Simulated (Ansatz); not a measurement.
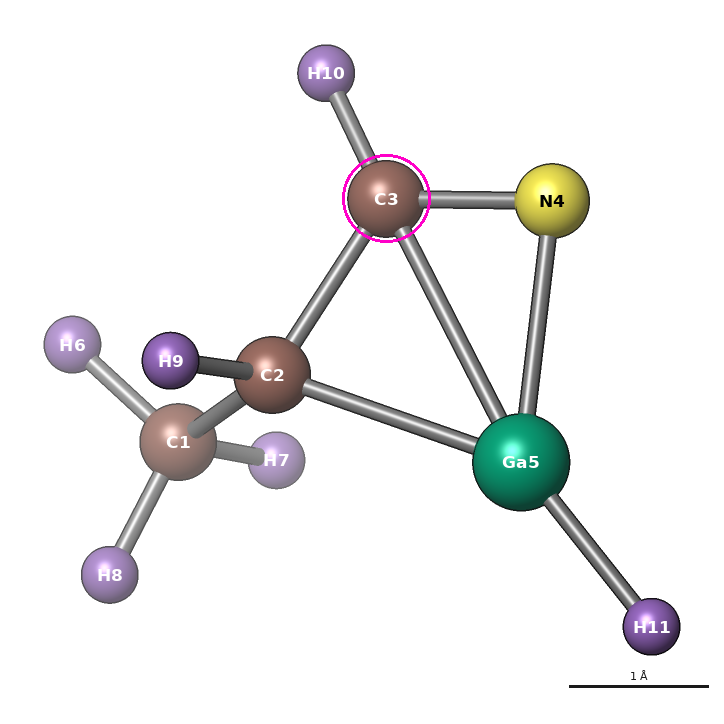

Orthographic view. Atoms fade into the background with distance from the viewer. The geometry was computed by an optimisation with PBE0-D4/def2-TZVP. No frequency run is at hand to confirm it as a minimum.

### Name the neighbours of the circled atom.

The circled atom is C3; it is bonded to C2, N4, Ga5, H10.

### What is the shortest path along bonds from the circled atom to H7?

C3–C2–C1–H7, 3 bonds; through space the two are 2.85 Å apart.

### Of C1 and C2, which is nearer the viewer?

C2; the bond to C1 points away from the viewer, so it looks shorter than its 1.52 Å.

### Which atom is farthest from the viewer?

H7, 1.7 Å behind the mean position.
